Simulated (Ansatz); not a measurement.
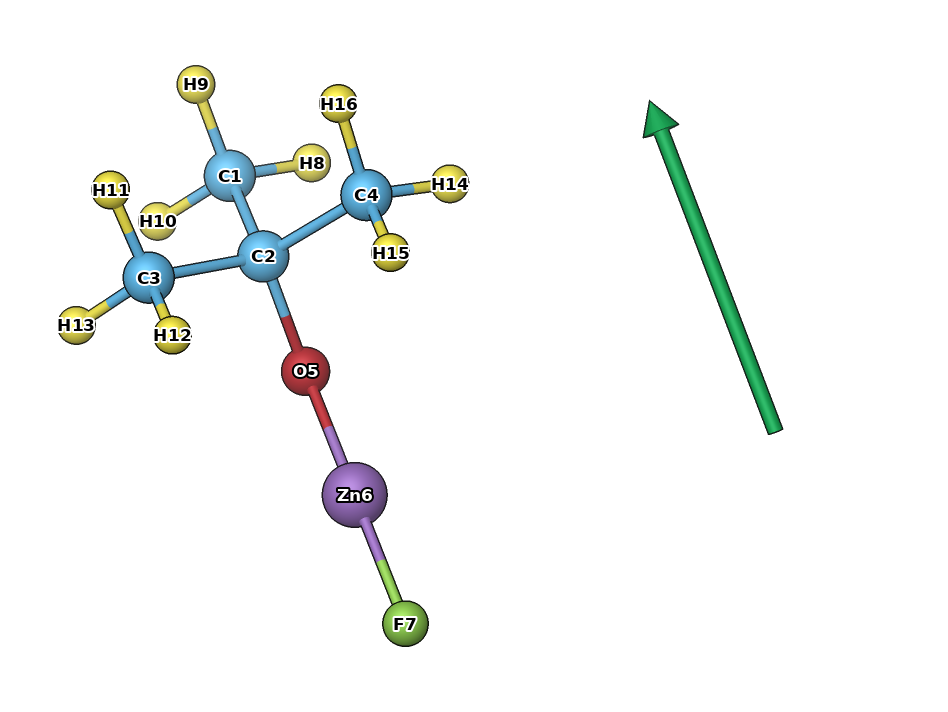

The arrow beside the molecule shows the direction of the dipole moment, from the negative to the positive end (its length means nothing). The geometry was computed by an optimisation with PBE0-D4/def2-TZVP. Method: RKS PBE-D4/def2-TZVPP (Ansatz 0.2.0).

### Estimate the dipole moment.

2.40 D; it points from the side of F7 to the side of H9 (the outermost atoms at the two ends).
